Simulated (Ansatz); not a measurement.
# Two runs on BH$_{2}$F$_{3}$

System: BH$_{2}$F$_{3}$.
Method of run A: RKS PBE-D4/def2-SVPD (Ansatz 0.2.0).

Text and figures count atoms from 1; the logs count them from 0 in places.

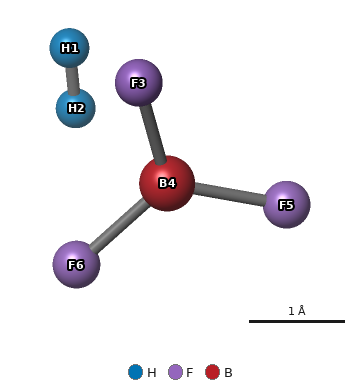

Fig. 1: The input geometry (ball-and-stick view, seen at an oblique angle; atoms are numbered from 1 in the order of the input).

The input, run A:
```yaml
crystal:
  periodic: [false, false, false]
  atoms:
    - { symbol: H, position_ang: [0.44544, 0.419496, -1.361549] }
    - { symbol: H, position_ang: [-0.299322, 0.593339, -1.300053] }
    - { symbol: F, position_ang: [1.408456, -0.034447, 0.745912] }
    - { symbol: B, position_ang: [0.091792, 0.081102, 0.878623] }
    - { symbol: F, position_ang: [-0.652609, -1.000275, 1.078027] }
    - { symbol: F, position_ang: [-0.476184, 1.280979, 0.843846] }
basis:
  gaussian: { orbitals: def2-SVPD }
hamiltonian:
  xc: pbe
  dispersion: d4
output:
  forces: true
```

Command:
```bash
ansatz run input.yaml --threads 1 --pin off --max-ram 2560MiB --backend cpu --events-out ev --progress --plain --runs-dir out
```

Hardware: 1 thread of Arm Neoverse V1, 24 GiB of memory available, shared host.

Output (run A):
```
Engine: ansatz 0.2.0, aarch64-unknown-linux-gnu
Functional definition: PBE
  parameter kappa = 0.804
  parameter beta = 0.06672455060314922
  exchange = pbe_x(kappa = kappa, mu = beta*pi^2/3)
  correlation = pbe_c(beta = beta)
842 factors; their error is unknown
mean field evaluation 1: about -8845.1828 eV, gradient 4.6e1 eV
mean field evaluation 2: about -8838.1736 eV, gradient 8.4e1 eV
mean field evaluation 4: about -8848.3621 eV, gradient 7.8e-1 eV
mean field evaluation 8: about -8848.3324 eV, gradient 8.2e-2 eV
mean field evaluation 16: about -8848.3324 eV, gradient 6.3e-6 eV
mean field -8848.33237858 eV, -325.1702172977 hartree, gradient 6.3e-6 eV, S^2 0.000000; 0 other end points of the search recorded, 0 dependent functions left out
the calculation of the forces begins
reference -8848.33242174 eV, -325.1702188838 hartree; 17, 17 occupied and 88, 88 virtual orbitals, 842 factors
Total energy: -8848.39562660 eV, -325.1725416196 hartree
Atom 0 at     0.445440     0.419496    -1.361549 Å, force    -0.077354    -0.051169    -0.214370 eV/Å
Atom 1 at    -0.299322     0.593339    -1.300053 Å, force     0.054035    -0.067655    -0.253585 eV/Å
Atom 2 at     1.408456    -0.034447     0.745912 Å, force     0.120970    -0.043660     0.187648 eV/Å
Atom 3 at     0.091792     0.081102     0.878623 Å, force     0.000847     0.032651    -0.122256 eV/Å
Atom 4 at    -0.652609    -1.000275     1.078027 Å, force    -0.004417    -0.012907    -0.000602 eV/Å
Atom 5 at    -0.476184     1.280979     0.843846 Å, force    -0.094081     0.142739     0.403166 eV/Å
Dipole moment:     0.001642     0.018344    -0.060018 e Å
```

The input of run B differs as follows (lines with − go, lines with + come):
```diff
-    - { symbol: H, position_ang: [0.44544, 0.419496, -1.361549] }
-    - { symbol: H, position_ang: [-0.299322, 0.593339, -1.300053] }
+    - { symbol: H, position_ang: [0.226427, 1.573293, -3.439981] }
+    - { symbol: H, position_ang: [-0.514331, 1.763023, -3.377104] }
```

Predict how the results change.

With the same method and basis, run B lies 1.0 kcal/mol lower. The largest force goes from 0.438 to 0.142 eV/Å.

Output (run B):
```
Engine: ansatz 0.2.0, aarch64-unknown-linux-gnu
Functional definition: PBE
  parameter kappa = 0.804
  parameter beta = 0.06672455060314922
  exchange = pbe_x(kappa = kappa, mu = beta*pi^2/3)
  correlation = pbe_c(beta = beta)
842 factors; their error is unknown
mean field evaluation 1: about -8845.0792 eV, gradient 4.7e1 eV
mean field evaluation 2: about -8837.8378 eV, gradient 8.6e1 eV
mean field evaluation 4: about -8848.4186 eV, gradient 7.9e-1 eV
mean field evaluation 8: about -8848.3910 eV, gradient 6.4e-2 eV
mean field -8848.39097120 eV, -325.1723705367 hartree, gradient 8.0e-5 eV, S^2 0.000000; 0 other end points of the search recorded, 0 dependent functions left out
the calculation of the forces begins
reference -8848.39101773 eV, -325.1723722468 hartree; 17, 17 occupied and 88, 88 virtual orbitals, 842 factors
Total energy: -8848.43706993 eV, -325.1740646340 hartree
Atom 0 at     0.226427     1.573293    -3.439981 Å, force     0.020339    -0.006998     0.003742 eV/Å
Atom 1 at    -0.514331     1.763023    -3.377104 Å, force    -0.019404     0.002609     0.009993 eV/Å
Atom 2 at     1.408456    -0.034447     0.745912 Å, force    -0.042529    -0.000722    -0.046908 eV/Å
Atom 3 at     0.091792     0.081102     0.878623 Å, force     0.032271     0.017496     0.137688 eV/Å
Atom 4 at    -0.652609    -1.000275     1.078027 Å, force     0.005440     0.012218    -0.052647 eV/Å
Atom 5 at    -0.476184     1.280979     0.843846 Å, force     0.003883    -0.024603    -0.051869 eV/Å
Dipole moment:    -0.002053     0.002145    -0.014175 e Å
```

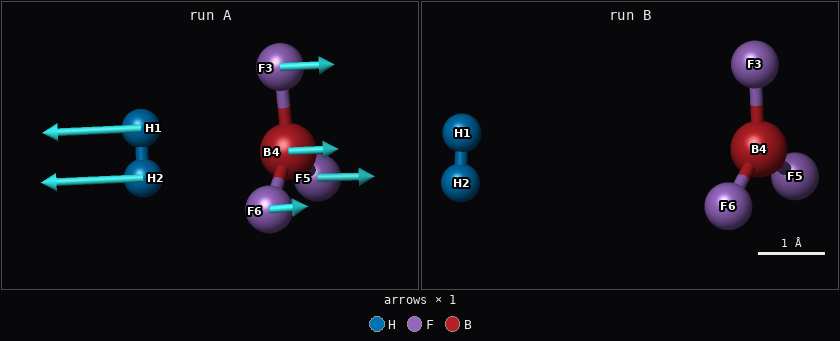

Fig. 2: The two input geometries at one scale (ball-and-stick view, seen at a tilt). The teal arrows on the first give the shifts of the atoms after the best rigid fit, at true length. H2 moves most after the best rigid fit: 1.58 Å. By element the largest moves are H 1.58 Å, F 0.89 Å, B 0.78 Å.

The two runs side by side:

```csv
quantity,run A,run B
outcome,converged,converged
total energy (hartree),−325.172542,−325.174065
largest force (eV/Å),0.438,0.142
basis functions,105,105
wall time (shared host),2.3 s,2 s
```
